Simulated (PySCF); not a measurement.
# C₂H₂F₂S: electronic excitations at several levels of theory, part 1 of 2

Aim: compute the electronic excitations of C₂H₂F₂S (`F[C@@H]1S[C@@H]1F`) at several levels, and see how far they spread and what each costs.

Computed with PySCF 2.14.0, with density-fitted response routines of our own, on a single molecule in the gas phase. Atoms count from 0, in the outputs and in this text.

### Step 1. The starting structure

7 atoms, charge 0, multiplicity 1; geometry from: GFN2-xTB.

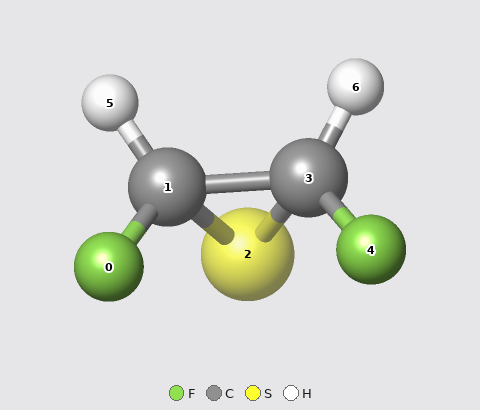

The starting geometry (fluorine green, carbon grey, sulfur yellow, hydrogen white), atoms numbered; sticks join atoms by distance.

### Step 2. Optimising the geometry at PBE0-D3(BJ)/def2-SVP

What the job is given:

```
{"job": {"xc": "PBE0", "basis": "def2-SVP", "d3": "d3bj", "grid": 1, "kind": "geom"}, "charge": 0, "multiplicity": 1}
F     -1.160757    -0.923471    -1.005531
C     -0.741476    -0.072870    -0.053186
S     -0.039138     1.501596    -0.575457
C      0.720505     0.057849     0.188828
F      1.561042    -0.680259    -0.556159
H     -1.442807    -0.052936     0.776396
H      1.105965     0.174995     1.198032
```

Output:

```text
step   0  E = -674.49765590  max force = 0.009838
step   1  E = -674.49460632  max force = 0.009478
step   2  E = -674.49729004  max force = 0.006661
step   3  E = -674.49817511  max force = 0.006841
step   4  E = -674.49828669  max force = 0.003809
step   5  E = -674.49832480  max force = 0.000457
step   6  E = -674.49832561  max force = 0.000178
optimisation converged
```

Wall time 15 s (1 thread, shared host).

The steps of the relaxation: (the energy doesn't fall at every step)

```csv
step,energy from step 0 (eV),largest force component (eV/Å)
0,0.0000,0.5059
1,0.0830,0.4874
2,0.0100,0.3425
3,-0.0141,0.3518
4,-0.0172,0.1959
5,-0.0182,0.0235
6,-0.0182,0.0092
```

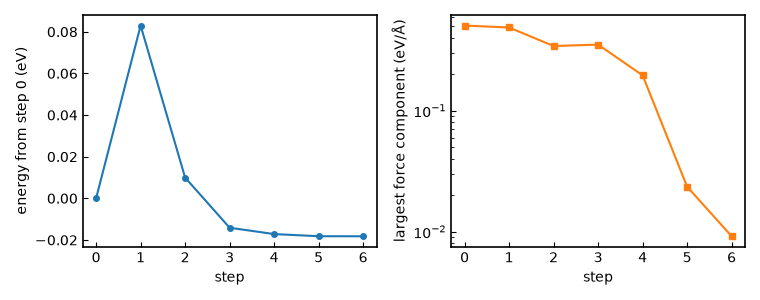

Energy and force, step by step.

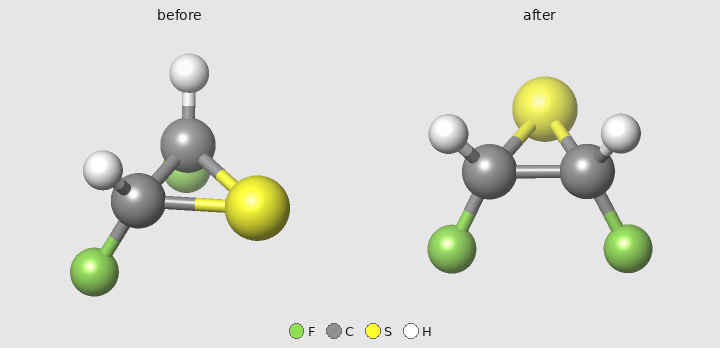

Before and after, at one scale.

Close pairs (by a distance rule), those that changed most:

```
 bond  before (Å)  after (Å)  change (Å)
C1–C3       1.488      1.475      -0.012
C1–H5       1.086      1.097      +0.011
C3–H6       1.087      1.097      +0.010
C3–F4       1.344      1.340      -0.004
F0–C1       1.344      1.340      -0.004
C1–S2       1.801      1.804      +0.002
S2–C3       1.802      1.803      +0.002
```

The final coordinates are the input of the step that follows.

```csv
at the end point,value
point group (found at 0.08 Å tolerance),Cs
"rotational constants (GHz, main isotopes)","5.095, 4.487, 2.790"
dipole moment (D),2.48
```

### Step 3. Excited states and response: HF/def2-SVPD

What the job is given:

```
{"job": {"kind": "uv", "xc": "HF", "basis": "def2-SVPD", "ip": true}, "charge": 0, "multiplicity": 1}
F      1.271638    -1.131311    -0.444829
C      0.352361    -0.551512     0.339788
S     -1.390051    -0.829844    -0.034474
C     -0.339859     0.623828    -0.222444
F      0.023395     0.991312    -1.458882
H      0.641293    -0.586152     1.397563
H     -0.582235     1.491244     0.404090
```

With the program's defaults for keys left out, this is: TDDFT HF/def2-SVPD, vertical, gas phase, core orbitals frozen in the response.

Output:

```text
final grid: 68120 points
cycle   1  E = -672.7650303950  dE =  1.097e+00  |g| = 8.056e-01  |ddm| = 3.760e+00
cycle   2  E = -672.8622555437  dE = -9.723e-02  |g| = 5.567e-01  |ddm| = 2.607e+00
cycle   3  E = -672.9271076710  dE = -6.485e-02  |g| = 5.839e-02  |ddm| = 7.007e-01
cycle   4  E = -672.9289339493  dE = -1.826e-03  |g| = 1.649e-02  |ddm| = 3.818e-01
cycle   5  E = -672.9291196509  dE = -1.857e-04  |g| = 6.798e-03  |ddm| = 1.176e-01
cycle   6  E = -672.9291558620  dE = -3.621e-05  |g| = 2.560e-03  |ddm| = 4.312e-02
cycle   7  E = -672.9291617663  dE = -5.904e-06  |g| = 6.607e-04  |ddm| = 2.330e-02
cycle   8  E = -672.9291621183  dE = -3.521e-07  |g| = 1.554e-04  |ddm| = 6.160e-03
cycle   9  E = -672.9291621359  dE = -1.758e-08  |g| = 4.600e-05  |ddm| = 1.118e-03
cycle  10  E = -672.9291621375  dE = -1.617e-09  |g| = 1.279e-05  |ddm| = 3.294e-04
cycle  11  E = -672.9291621376  dE = -1.257e-10  |g| = 2.605e-06  |ddm| = 7.139e-05
converged SCF energy = -672.9291621376

Static polarisability (au): isotropic 42.235, principal 37.161 40.353 49.192

Singlet excitations
state   eV       nm        f      main configurations
  1   5.7534    215.5   0.00001   H->L 0.51, H->L+6 0.40
  2   7.6630    161.8   0.01577   H->L+2 0.48, H->L+1 0.24
  3   8.2043    151.1   0.06834   H->L+1 0.47, H->L+2 0.35
  4   8.4675    146.4   0.08048   H-2->L 0.55, H-2->L+6 0.31
  5   8.5153    145.6   0.08955   H-1->L 0.42, H-1->L+6 0.21, H->L+7 0.10
  6   9.2139    134.6   0.00128   H->L 0.45, H->L+6 0.41
  7   9.2325    134.3   0.04064   H->L+7 0.28, H-2->L+1 0.23
  8   9.2979    133.3   0.07334   H->L+3 0.53, H->L+10 0.20
  9   9.4250    131.5   0.04464   H-1->L+1 0.48, H-1->L+10 0.12, H-1->L+7 0.12
 10   9.6730    128.2   0.01115   H-2->L+2 0.41, H->L+7 0.13, H-2->L+7 0.12

Triplet excitations (Tamm-Dancoff, eV): 5.1819 6.2651 6.5515 6.5749
Vertical ionisation energy (delta-SCF) = 9.1625 eV
```

Wall time 4.5 s (1 thread, shared host).

Frontier orbitals and where they lie:

```csv
orbital,eV,atoms
HOMO−3,-16.42,"F4 23 %, F0 23 %, C3 14 %"
HOMO−2,-12.54,"S2 38 %, C3 24 %, C1 20 %"
HOMO−1,-12.52,"S2 44 %, C1 18 %, C3 15 %"
HOMO,-10.70,"S2 76 %, C3 8 %, C1 8 %"
LUMO,2.24,"S2 80 %, C1 5 %, C3 5 %"
LUMO+1,2.37,"S2 70 %, H6 8 %, H5 8 %"
LUMO+2,2.50,"S2 68 %, C1 9 %, C3 9 %"
```

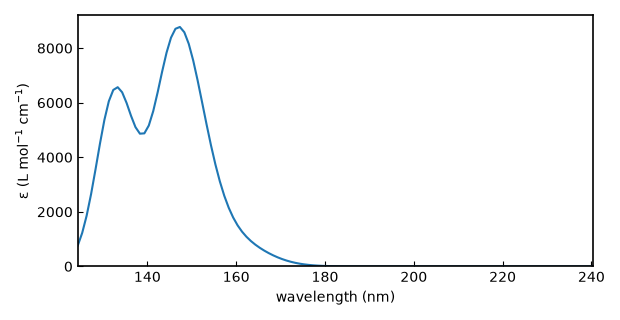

Absorption spectrum: each of the 10 states is a Gaussian band of 0.4 eV half-width at 1/e. Beyond the last state computed it falls off for lack of states.

Further results of this job:

```
           property  computed
  dipole moment (D)      2.84
polarisability (Å³)      6.26
 HOMO–LUMO gap (eV)     12.93
      −ε(HOMO) (eV)     10.70
```

### Step 4. Ultraviolet spectrum: LDA/def2-SVPD

Settings changed since step 3:

```diff
@@ -1,2 +1,2 @@
-{"job": {"kind": "uv", "xc": "HF", "basis": "def2-SVPD", "ip": true}, "charge": 0, "multiplicity": 1}
+{"job": {"kind": "uv", "xc": "LDA", "basis": "def2-SVPD", "ip": true}, "charge": 0, "multiplicity": 1}
 F      1.271638    -1.131311    -0.444829
```

With the program's defaults for keys left out, this is: TDDFT LDA/def2-SVPD, vertical, gas phase, core orbitals frozen in the response.

Output:

```text
coarse grid: 7208 points
cycle   1  E = -671.5237748363  dE =  6.643e-01  |g| = 4.530e-01  |ddm| = 4.021e+00
cycle   2  E = -671.4164221396  dE =  1.074e-01  |g| = 9.309e-01  |ddm| = 1.178e+00
cycle   3  E = -671.5589895130  dE = -1.426e-01  |g| = 8.170e-02  |ddm| = 8.078e-01
cycle   4  E = -671.5603886354  dE = -1.399e-03  |g| = 2.608e-02  |ddm| = 1.660e-01
cycle   5  E = -671.5605617242  dE = -1.731e-04  |g| = 4.627e-03  |ddm| = 6.635e-02
cycle   6  E = -671.5605664420  dE = -4.718e-06  |g| = 1.124e-03  |ddm| = 1.150e-02
final grid: 68120 points
cycle   7  E = -671.6232226090  dE = -2.684e-05  |g| = 5.179e-03  |ddm| = 4.794e-02
cycle   8  E = -671.6232024584  dE =  2.015e-05  |g| = 1.127e-02  |ddm| = 1.654e-02
cycle   9  E = -671.6232276470  dE = -2.519e-05  |g| = 9.573e-04  |ddm| = 1.200e-02
cycle  10  E = -671.6232278643  dE = -2.173e-07  |g| = 3.863e-04  |ddm| = 1.914e-03
cycle  11  E = -671.6232279000  dE = -3.563e-08  |g| = 1.205e-04  |ddm| = 8.187e-04
cycle  12  E = -671.6232279043  dE = -4.368e-09  |g| = 1.738e-05  |ddm| = 2.303e-04
cycle  13  E = -671.6232279044  dE = -7.913e-11  |g| = 5.657e-06  |ddm| = 5.260e-05
converged SCF energy = -671.6232279044

Static polarisability (au): isotropic 47.171, principal 41.536 44.992 54.984

Singlet excitations
state   eV       nm        f      main configurations
  1   5.2753    235.0   0.00000   H->L 0.99
  2   6.2963    196.9   0.03828   H->L+1 0.88, H-2->L 0.10
  3   6.7188    184.5   0.01054   H->L+2 0.94
  4   6.7850    182.7   0.02238   H-1->L 0.94
  5   6.9857    177.5   0.03558   H->L+3 0.66, H-2->L 0.31
  6   7.3191    169.4   0.01882   H-2->L 0.29, H->L+3 0.25, H-1->L+1 0.19
  7   7.6150    162.8   0.00396   H-2->L+1 0.86, H->L+4 0.13
  8   7.6298    162.5   0.00710   H-1->L+1 0.74, H-1->L+2 0.14
  9   7.6711    161.6   0.00823   H->L+4 0.85, H-2->L+1 0.12
 10   7.9306    156.3   0.02779   H-2->L+2 0.91

Triplet excitations (Tamm-Dancoff, eV): 4.8942 5.9538 6.0664 6.0835
Vertical ionisation energy (delta-SCF) = 10.2945 eV
Vertical electron affinity (delta-SCF) = -0.9878 eV
```

It took 18 s on 1 thread, shared host.

In short: HOMO -6.69 eV, LUMO -1.61 eV; lowest singlet 5.28 eV.

### Step 5. TDDFT and polarisability: PBE/def2-SVPD

Settings changed since step 4:

```diff
@@ -1,2 +1,2 @@
-{"job": {"kind": "uv", "xc": "LDA", "basis": "def2-SVPD", "ip": true}, "charge": 0, "multiplicity": 1}
+{"job": {"kind": "uv", "xc": "PBE", "basis": "def2-SVPD", "ip": true}, "charge": 0, "multiplicity": 1}
 F      1.271638    -1.131311    -0.444829
```

With the program's defaults for keys left out, this is: TDDFT PBE/def2-SVPD, vertical, gas phase, core orbitals frozen in the response.

Output:

```text
coarse grid: 7208 points
cycle   1  E = -674.3529836835  dE =  6.778e-01  |g| = 4.935e-01  |ddm| = 4.241e+00
cycle   2  E = -674.2230902765  dE =  1.299e-01  |g| = 1.017e+00  |ddm| = 1.231e+00
cycle   3  E = -674.3935729922  dE = -1.705e-01  |g| = 8.135e-02  |ddm| = 8.591e-01
cycle   4  E = -674.3950096239  dE = -1.437e-03  |g| = 2.462e-02  |ddm| = 1.699e-01
cycle   5  E = -674.3951633375  dE = -1.537e-04  |g| = 6.557e-03  |ddm| = 6.292e-02
cycle   6  E = -674.3951693341  dE = -5.997e-06  |g| = 4.997e-03  |ddm| = 1.697e-02
cycle   7  E = -674.3951764185  dE = -7.084e-06  |g| = 3.450e-04  |ddm| = 8.753e-03
final grid: 68120 points
cycle   8  E = -674.4916792463  dE = -8.645e-06  |g| = 1.353e-02  |ddm| = 5.896e-02
cycle   9  E = -674.4915145732  dE =  1.647e-04  |g| = 2.932e-02  |ddm| = 5.077e-02
cycle  10  E = -674.4917179216  dE = -2.033e-04  |g| = 2.264e-03  |ddm| = 4.198e-02
cycle  11  E = -674.4917194496  dE = -1.528e-06  |g| = 9.216e-04  |ddm| = 5.716e-03
cycle  12  E = -674.4917196175  dE = -1.679e-07  |g| = 9.859e-05  |ddm| = 1.117e-03
cycle  13  E = -674.4917196200  dE = -2.493e-09  |g| = 1.894e-05  |ddm| = 2.313e-04
cycle  14  E = -674.4917196201  dE = -1.030e-10  |g| = 4.834e-06  |ddm| = 4.581e-05
converged SCF energy = -674.4917196201

Static polarisability (au): isotropic 47.123, principal 41.515 44.906 54.949

Singlet excitations
state   eV       nm        f      main configurations
  1   5.2714    235.2   0.00000   H->L 0.99
  2   6.2503    198.4   0.03936   H->L+1 0.91
  3   6.6671    186.0   0.01254   H->L+2 0.94
  4   6.7394    184.0   0.02191   H-1->L 0.94
  5   6.9490    178.4   0.02913   H->L+3 0.64, H-2->L 0.33
  6   7.2826    170.2   0.01569   H-1->L+1 0.27, H-2->L 0.27, H->L+3 0.25
  7   7.5295    164.7   0.01344   H->L+4 0.94
  8   7.5561    164.1   0.01003   H-1->L+1 0.67, H-1->L+2 0.17
  9   7.5919    163.3   0.00001   H-2->L+1 0.94
 10   7.9117    156.7   0.02860   H-2->L+2 0.93

Triplet excitations (Tamm-Dancoff, eV): 4.8141 5.8677 5.9327 5.9691
Vertical ionisation energy (delta-SCF) = 10.0572 eV
Vertical electron affinity (delta-SCF) = -1.0742 eV
```

Run time: 29 s. Hardware: 1 thread, shared host.

In short: HOMO -6.55 eV, LUMO -1.45 eV; lowest singlet 5.27 eV.

### Step 6. TDDFT and polarisability: B3LYP/def2-SVPD

Settings changed since step 5:

```diff
@@ -1,2 +1,2 @@
-{"job": {"kind": "uv", "xc": "PBE", "basis": "def2-SVPD", "ip": true}, "charge": 0, "multiplicity": 1}
+{"job": {"kind": "uv", "xc": "B3LYP", "basis": "def2-SVPD", "ip": true}, "charge": 0, "multiplicity": 1}
 F      1.271638    -1.131311    -0.444829
```

With the program's defaults for keys left out, this is: TDDFT B3LYP/def2-SVPD, vertical, gas phase, core orbitals frozen in the response.

Output:

```text
coarse grid: 7208 points
cycle   1  E = -674.8159438087  dE =  7.603e-01  |g| = 5.817e-01  |ddm| = 3.754e+00
cycle   2  E = -674.7027491263  dE =  1.132e-01  |g| = 9.951e-01  |ddm| = 1.547e+00
cycle   3  E = -674.8773530889  dE = -1.746e-01  |g| = 4.537e-02  |ddm| = 9.186e-01
cycle   4  E = -674.8777484202  dE = -3.953e-04  |g| = 1.660e-02  |ddm| = 9.892e-02
cycle   5  E = -674.8778075227  dE = -5.910e-05  |g| = 7.949e-03  |ddm| = 4.197e-02
cycle   6  E = -674.8778213940  dE = -1.387e-05  |g| = 2.327e-03  |ddm| = 1.551e-02
cycle   7  E = -674.8778229316  dE = -1.538e-06  |g| = 1.640e-04  |ddm| = 4.276e-03
final grid: 68120 points
cycle   8  E = -674.9516766776  dE = -1.975e-05  |g| = 5.061e-03  |ddm| = 4.463e-02
cycle   9  E = -674.9516693599  dE =  7.318e-06  |g| = 8.305e-03  |ddm| = 1.031e-02
cycle  10  E = -674.9516810423  dE = -1.168e-05  |g| = 2.881e-04  |ddm| = 6.948e-03
cycle  11  E = -674.9516810631  dE = -2.080e-08  |g| = 1.424e-04  |ddm| = 9.174e-04
cycle  12  E = -674.9516810686  dE = -5.507e-09  |g| = 6.090e-05  |ddm| = 3.021e-04
cycle  13  E = -674.9516810696  dE = -9.120e-10  |g| = 1.125e-05  |ddm| = 9.190e-05
converged SCF energy = -674.9516810696

Static polarisability (au): isotropic 45.606, principal 40.206 43.492 53.121

Singlet excitations
state   eV       nm        f      main configurations
  1   5.3275    232.7   0.00001   H->L 0.99
  2   6.6663    186.0   0.04213   H->L+1 0.88
  3   6.8474    181.1   0.01198   H->L+2 0.94
  4   7.2155    171.8   0.03103   H-1->L 0.95
  5   7.3314    169.1   0.03162   H->L+3 0.56, H-2->L 0.37
  6   7.7455    160.1   0.01750   H->L+3 0.30, H-1->L+1 0.28, H-2->L 0.28
  7   7.9277    156.4   0.01048   H->L+4 0.96
  8   8.0392    154.2   0.00936   H-1->L+1 0.60, H-1->L+2 0.23
  9   8.0847    153.4   0.00127   H-2->L+1 0.96
 10   8.3376    148.7   0.04562   H-2->L+2 0.92

Triplet excitations (Tamm-Dancoff, eV): 4.8817 6.0985 6.1489 6.2057
Vertical ionisation energy (delta-SCF) = 10.2118 eV
```

Wall time 18 s (1 thread, shared host).

Key values: HOMO -7.56 eV, LUMO -0.78 eV; lowest singlet 5.33 eV.

### Step 7. Excited states and response: PBE0/def2-SVPD

Settings changed since step 6:

```diff
@@ -1,2 +1,2 @@
-{"job": {"kind": "uv", "xc": "B3LYP", "basis": "def2-SVPD", "ip": true}, "charge": 0, "multiplicity": 1}
+{"job": {"kind": "uv", "xc": "PBE0", "basis": "def2-SVPD", "ip": true}, "charge": 0, "multiplicity": 1}
 F      1.271638    -1.131311    -0.444829
```

With the program's defaults for keys left out, this is: TDDFT PBE0/def2-SVPD, vertical, gas phase, core orbitals frozen in the response.

Output:

```text
coarse grid: 7208 points
cycle   1  E = -674.3886155342  dE =  7.797e-01  |g| = 5.681e-01  |ddm| = 4.177e+00
cycle   2  E = -674.2995039445  dE =  8.911e-02  |g| = 9.069e-01  |ddm| = 1.642e+00
cycle   3  E = -674.4495326499  dE = -1.500e-01  |g| = 3.993e-02  |ddm| = 9.326e-01
cycle   4  E = -674.4498380784  dE = -3.054e-04  |g| = 1.530e-02  |ddm| = 1.039e-01
cycle   5  E = -674.4498852943  dE = -4.722e-05  |g| = 8.328e-03  |ddm| = 3.987e-02
cycle   6  E = -674.4499019048  dE = -1.661e-05  |g| = 1.471e-03  |ddm| = 1.632e-02
cycle   7  E = -674.4499024966  dE = -5.918e-07  |g| = 1.613e-04  |ddm| = 3.743e-03
final grid: 68120 points
cycle   8  E = -674.5224266222  dE = -1.573e-05  |g| = 7.668e-03  |ddm| = 4.213e-02
cycle   9  E = -674.5224046899  dE =  2.193e-05  |g| = 1.214e-02  |ddm| = 2.572e-02
cycle  10  E = -674.5224401144  dE = -3.542e-05  |g| = 5.605e-04  |ddm| = 1.789e-02
cycle  11  E = -674.5224402028  dE = -8.847e-08  |g| = 1.900e-04  |ddm| = 1.930e-03
cycle  12  E = -674.5224402097  dE = -6.886e-09  |g| = 6.152e-05  |ddm| = 3.023e-04
cycle  13  E = -674.5224402104  dE = -6.921e-10  |g| = 1.407e-05  |ddm| = 1.023e-04
converged SCF energy = -674.5224402104

Static polarisability (au): isotropic 45.029, principal 39.684 42.982 52.420

Singlet excitations
state   eV       nm        f      main configurations
  1   5.4386    228.0   0.00001   H->L 0.99
  2   6.9056    179.5   0.04084   H->L+1 0.82, H-2->L 0.09
  3   7.0730    175.3   0.00943   H->L+2 0.90, H->L+1 0.08
  4   7.3828    167.9   0.03281   H-1->L 0.95
  5   7.5394    164.4   0.04539   H->L+3 0.50, H-2->L 0.39
  6   7.9619    155.7   0.01747   H->L+3 0.33, H-1->L+1 0.29, H-2->L 0.24
  7   8.2076    151.1   0.00904   H->L+4 0.90
  8   8.2753    149.8   0.00917   H-1->L+1 0.54, H-1->L+2 0.26
  9   8.3189    149.0   0.00046   H-2->L+1 0.90
 10   8.5557    144.9   0.06905   H->L+5 0.84, H-1->L+2 0.09

Triplet excitations (Tamm-Dancoff, eV): 4.9389 6.1544 6.2480 6.2603
Vertical ionisation energy (delta-SCF) = 10.1764 eV
```

Wall time 17 s (1 thread, shared host).

Key values: HOMO -7.80 eV, LUMO -0.51 eV; lowest singlet 5.44 eV.

### Step 8. TDDFT and polarisability: BHandHLYP/def2-SVPD

Settings changed since step 7:

```diff
@@ -1,2 +1,2 @@
-{"job": {"kind": "uv", "xc": "PBE0", "basis": "def2-SVPD", "ip": true}, "charge": 0, "multiplicity": 1}
+{"job": {"kind": "uv", "xc": "BHandHLYP", "basis": "def2-SVPD", "ip": true}, "charge": 0, "multiplicity": 1}
 F      1.271638    -1.131311    -0.444829
```

With the program's defaults for keys left out, this is: TDDFT BHandHLYP/def2-SVPD, vertical, gas phase, core orbitals frozen in the response.

Output:

```text
coarse grid: 7208 points
cycle   1  E = -674.6621700501  dE =  8.886e-01  |g| = 6.676e-01  |ddm| = 3.679e+00
cycle   2  E = -674.6278966869  dE =  3.427e-02  |g| = 8.191e-01  |ddm| = 1.944e+00
cycle   3  E = -674.7564779118  dE = -1.286e-01  |g| = 3.331e-02  |ddm| = 8.662e-01
cycle   4  E = -674.7568512028  dE = -3.733e-04  |g| = 7.985e-03  |ddm| = 1.237e-01
cycle   5  E = -674.7568779841  dE = -2.678e-05  |g| = 2.405e-03  |ddm| = 3.507e-02
cycle   6  E = -674.7568800943  dE = -2.110e-06  |g| = 1.566e-03  |ddm| = 1.052e-02
final grid: 68120 points
cycle   7  E = -674.8046156988  dE = -9.703e-06  |g| = 2.716e-03  |ddm| = 3.152e-02
cycle   8  E = -674.8046150574  dE =  6.415e-07  |g| = 3.256e-03  |ddm| = 8.605e-03
cycle   9  E = -674.8046174409  dE = -2.383e-06  |g| = 9.341e-05  |ddm| = 4.271e-03
cycle  10  E = -674.8046174452  dE = -4.354e-09  |g| = 3.640e-05  |ddm| = 5.605e-04
cycle  11  E = -674.8046174457  dE = -4.766e-10  |g| = 1.254e-05  |ddm| = 9.940e-05
converged SCF energy = -674.8046174457

Static polarisability (au): isotropic 43.782, principal 38.562 41.826 50.957

Singlet excitations
state   eV       nm        f      main configurations
  1   5.4961    225.6   0.00001   H->L 0.91
  2   7.2025    172.1   0.01802   H->L+2 0.91
  3   7.3399    168.9   0.03642   H->L+1 0.87
  4   7.8138    158.7   0.04578   H-1->L 0.90
  5   7.8839    157.3   0.05499   H-2->L 0.45, H->L+3 0.31, H->L+5 0.08
  6   8.3881    147.8   0.01600   H->L+3 0.32, H-1->L+1 0.25, H-2->L 0.20
  7   8.5510    145.0   0.00604   H->L+4 0.81
  8   8.6896    142.7   0.02694   H-1->L+1 0.38, H->L+3 0.15, H-1->L+2 0.13
  9   8.7402    141.9   0.01079   H-2->L+1 0.81
 10   8.8604    139.9   0.06484   H->L+5 0.56, H-1->L+2 0.14, H-1->L+1 0.10

Triplet excitations (Tamm-Dancoff, eV): 5.0148 6.2928 6.3620 6.4737
Vertical ionisation energy (delta-SCF) = 10.1185 eV
```

It took 17 s on 1 thread, shared host.

In short: HOMO -8.93 eV, LUMO 0.38 eV; lowest singlet 5.50 eV.

(Continued in part 2 of 2.)
